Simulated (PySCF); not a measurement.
# MnI (septet): what the fields show

```xyz
2

Mn    0.0000    0.0000   -1.8222
I     0.0000    0.0000    0.7888
```

Core potentials replace the inner electrons of I.

All numbers below come from PBE0/def2-TZVP, non-relativistic Hamiltonian with scalar-relativistic core potentials where named, at a bond length of 2.611 Å (PySCF).

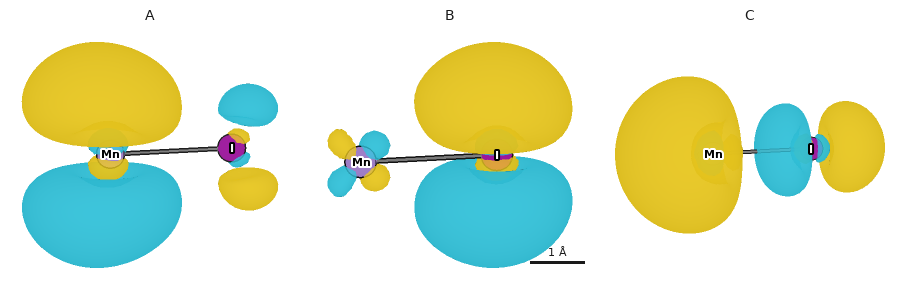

Figure 1. Three frontier α-spin orbitals, each drawn at the value that holds 80 % of its norm (yellow and cyan are the two phases), in no order; of a degenerate pair one member is drawn.

Q: Name the orbitals and rank them from lowest to highest energy.

A: Orbital B: π, occupied in this spin, −7.22 eV; almost wholly on I.
Orbital C: σ, occupied in this spin, −5.69 eV; mainly on Mn (75 %).
Orbital A: π, empty in this spin, −0.49 eV; mainly on Mn (80 %).

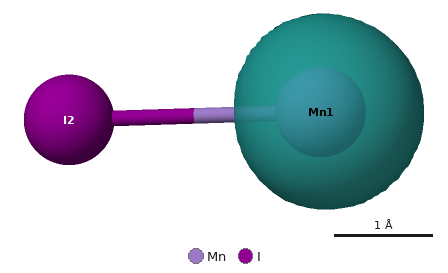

Figure 2. Isosurface of the spin density at +0.2 e/Å³ (teal), seen from one side.

Q: Where is the unpaired spin?

A: The unpaired spin (6 electrons) lies mostly on Mn1 (about 5.8) and I2 (about 0.2), in electrons by Hirshfeld's partition.

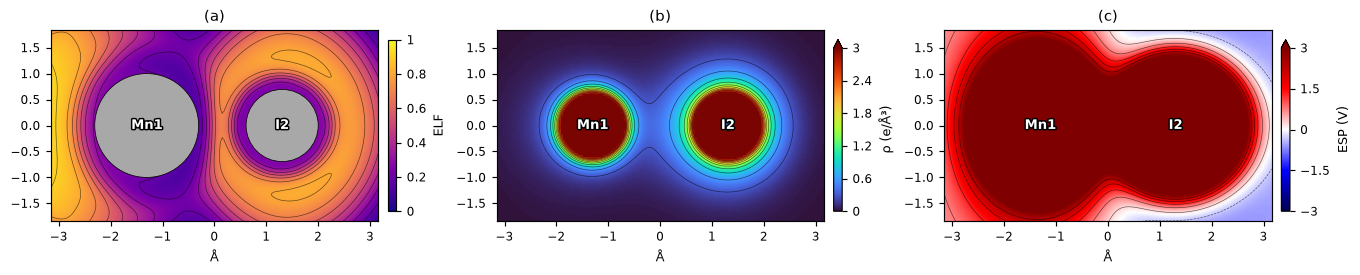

Figure 3. (a) ELF; (b) electron density; (c) electrostatic potential on a plane that holds the molecular axis. Grey discs cover the atomic cores in the ELF map.

Q: What does the map show?

A: The section cuts through Mn and I sites. Mn–I (2.61 Å): ρ is about 0.44 e/Å³ halfway, with its minimum of 0.38 e/Å³ about 1.1 Å from Mn; the ELF peaks at about 0.70 in the valence shell of I, 1.2 Å from its nucleus, and is about 0.55 at the midpoint. Outside the dense part of the molecule the potential is most negative (−0.6 V) near I2.
